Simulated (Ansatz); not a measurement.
# C2H3F (SMILES C=CF): BCCD(T)/ANO-R1 (sfX2C, density fitting with def2-universal-jkfit, accuracy low)

What is the energy change on altering one bond length of C2H3F at BCCD(T)/ANO-R1 (sfX2C, density fitting with def2-universal-jkfit, accuracy low)? 

The results are computed with Ansatz 0.2.0.

8 further runs of the same task are left out: 3 for a known fault of the program, 2 that didn't finish, 3 set aside as unsound or not needed.

### Step 1. Starting point

The species is C2H3F (6 atoms), meant as a singlet with charge 0. As SMILES, `C=CF`. The shape is that of a PBE0-D4/def2-TZVP optimisation.

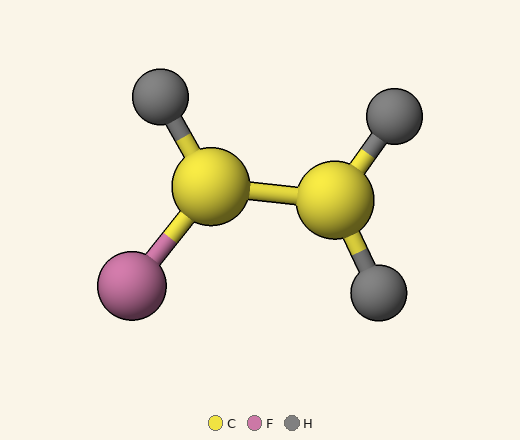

The structure, seen from a chosen angle (carbon yellow, fluorine pink, hydrogen grey).

### Step 2. Energy and forces at BCCD(T)/ANO-R1 (sfX2C, density fitting with def2-universal-jkfit, accuracy low)

Input file in.yaml:

```yaml
crystal:
  periodic: [false, false, false]
  atoms:
    - {symbol: C, position_ang: [-0.536200, 0.076400, -0.442800]}
    - {symbol: C, position_ang: [0.490000, -0.016300, 0.376600]}
    - {symbol: F, position_ang: [0.966200, -1.192400, 0.795500]}
    - {symbol: H, position_ang: [-1.043900, -0.803300, -0.816600]}
    - {symbol: H, position_ang: [-0.880200, 1.054100, -0.749700]}
    - {symbol: H, position_ang: [1.046100, 0.817400, 0.790700]}
basis:
  gaussian:
    orbitals: ANO-R1.json
    fitting:
      mean_field: def2-universal-jkfit
hamiltonian:
  pseudopotentials:
    relativity: scalar
correlation:
  method: bccd_t
accuracy: low
output:
  forces: true
```

The basis set ANO-R1 is read from a file made from the Basis Set Exchange's data (not shown).

Command:

```bash
ansatz run in.yaml --threads 1 --pin off --max-ram 2610MiB --events-out events.jsonl --progress --plain --runs-dir runs
```

Log, cut to the lines that bear on the results:

```text
Warning: RAYON_NUM_THREADS=1 ignored (pool sized by the plan → 1); use --threads N
Functional definition: HF
  name "HF"
[...]
281 factors; integrals over basis functions are off by at most 8.5e-2 eV
[...]
mean field -4818.14857973 eV, -177.0636944467 hartree, gradient 1.2e-6 eV, S^2 0.000000; 0 other end points of the search recorded, 0 dependent functions left out
3 core orbitals not correlated: weight in the atoms' cores, before any rotation towards them, 1.000 or more for the frozen orbitals, at most 0.000 for the correlated occupied ones
reference -4818.14857973 eV, -177.0636944467 hartree; 9, 9 occupied and 45, 45 virtual orbitals, 281 factors
second order -12.64268222 eV of doubles, -0.00000000 eV of singles
cycle   1  -12.92177328 eV  change   -2.8e-1 eV  update   8.0e-2
[...]
cycle  10  -13.29570223 eV  change    2.5e-6 eV  update   4.4e-6
perturbative correction -0.42058857 eV, -0.0154563449 hartree
[...]
Total energy: -4831.86487053 eV, -177.5677588363 hartree
Relativity: scalar
Atom 0 at    -0.536200     0.076400    -0.442800 Å, force    -0.953908     0.186930    -0.765059 eV/Å
Atom 1 at     0.490000    -0.016300     0.376600 Å, force     1.069242    -0.468241     0.867368 eV/Å
Atom 2 at     0.966200    -1.192400     0.795500 Å, force     0.002244     0.097804    -0.001789 eV/Å
Atom 3 at    -1.043900    -0.803300    -0.816600 Å, force    -0.099023    -0.175712    -0.073010 eV/Å
Atom 4 at    -0.880200     1.054100    -0.749700 Å, force    -0.063162     0.190826    -0.056790 eV/Å
Atom 5 at     1.046100     0.817400     0.790700 Å, force     0.044607     0.168393     0.029279 eV/Å
Dipole moment:    -0.079426     0.250051    -0.071661 e Å
```

Wall time 4.2 s (1 thread of Arm Neoverse V1, shared host).

### Step 3. The distorted shape at the same level

Input file in.yaml:

```yaml
crystal:
  periodic: [false, false, false]
  atoms:
    - {symbol: C, position_ang: [-0.726683, 0.546846, -0.610362]}
    - {symbol: C, position_ang: [0.299517, 0.454146, 0.209038]}
    - {symbol: F, position_ang: [0.966200, -1.192400, 0.795500]}
    - {symbol: H, position_ang: [-1.234383, -0.332854, -0.984162]}
    - {symbol: H, position_ang: [-1.070683, 1.524546, -0.917262]}
    - {symbol: H, position_ang: [0.855617, 1.287846, 0.623138]}
basis:
  gaussian:
    orbitals: ANO-R1.json
    fitting:
      mean_field: def2-universal-jkfit
hamiltonian:
  pseudopotentials:
    relativity: scalar
correlation:
  method: bccd_t
accuracy: low
output:
  forces: true
```

The basis set ANO-R1 is read from a file made from the Basis Set Exchange's data (not shown).

Command:

```bash
ansatz run in.yaml --threads 1 --pin off --max-ram 2610MiB --events-out events.jsonl --progress --plain --runs-dir runs
```

Log, cut to the lines that bear on the results:

```text
Warning: RAYON_NUM_THREADS=1 ignored (pool sized by the plan → 1); use --threads N
[... 2 set-up lines as earlier in the session ...]
[...]
281 factors; integrals over basis functions are off by at most 8.6e-2 eV
[...]
mean field -4815.24634507 eV, -176.9570392901 hartree, gradient 2.4e-6 eV, S^2 0.000000; 0 other end points of the search recorded, 0 dependent functions left out; unrestricted orbitals would lower it
[...]
3 core orbitals not correlated: weight in the atoms' cores, before any rotation towards them, 1.000 or more for the frozen orbitals, at most 0.000 for the correlated occupied ones
reference -4815.24634507 eV, -176.9570392901 hartree; 9, 9 occupied and 45, 45 virtual orbitals, 281 factors
second order -12.80229228 eV of doubles, -0.00000000 eV of singles
cycle   1  -12.90841795 eV  change   -1.1e-1 eV  update   1.2e-1
[...]
cycle  14  -13.48262033 eV  change    4.6e-6 eV  update   4.1e-6
perturbative correction -0.56078778 eV, -0.0206085709 hartree
[...]
Total energy: -4829.28975318 eV, -177.4731250192 hartree
Relativity: scalar
Atom 0 at    -0.726683     0.546846    -0.610362 Å, force    -0.419370    -1.186441    -0.292997 eV/Å
Atom 1 at     0.299517     0.454146     0.209038 Å, force     2.052917    -3.325357     1.746935 eV/Å
Atom 2 at     0.966200    -1.192400     0.795500 Å, force    -2.027008     4.861607    -1.778191 eV/Å
Atom 3 at    -1.234383    -0.332854    -0.984162 Å, force    -0.173634    -0.146501    -0.133354 eV/Å
Atom 4 at    -1.070683     1.524546    -0.917262 Å, force     0.001209     0.343625    -0.010804 eV/Å
Atom 5 at     0.855617     1.287846     0.623138 Å, force     0.565886    -0.546931     0.468410 eV/Å
Dipole moment:    -0.284285     0.547026    -0.244729 e Å
```

It took 4.5 s on 1 thread of Arm Neoverse V1, shared host.

### Step 4. Summary of results

Level: BCCD(T)/ANO-R1 (sfX2C, density fitting with def2-universal-jkfit, accuracy low), 3 core orbitals frozen.

```
                                                         quantity          value
                                        first shape: total energy  -177.56776 Eh
                  first shape: dipole moment (correlated density)         1.31 D
         first shape: correlation energy (3 core orbitals frozen)     -504.1 mEh
                                      first shape: (T) correction     -15.46 mEh
                            first shape: largest force on an atom     1.454 eV/Å
                                    distorted shape: total energy  -177.47313 Eh
              distorted shape: dipole moment (correlated density)         3.19 D
     distorted shape: correlation energy (3 core orbitals frozen)     -516.1 mEh
                                  distorted shape: (T) correction     -20.61 mEh
                        distorted shape: largest force on an atom     5.559 eV/Å
energy change with the C2–F3 bond stretched from 1.336 to 1.871 Å       2.575 eV
```

**Reading.** With the C2–F3 bond stretched from 1.336 to 1.871 Å the energy rises by 2.58 eV (248 kJ/mol). The first shape isn't relaxed at this level, so the change isn't measured from a minimum. A restricted reference can't describe the breaking bond well at this length. The largest force (first shape) is 1.45 eV/Å: the shape isn't a stationary point for this species at this level. The triples (first shape) make up 3.1 % of the correlation energy. The accuracy setting (first shape) is loose, so the last digits carry no meaning. The restricted solution (distorted shape) is unstable to spin breaking: an unrestricted one lies lower. The triples (distorted shape) make up 4.0 % of the correlation energy.
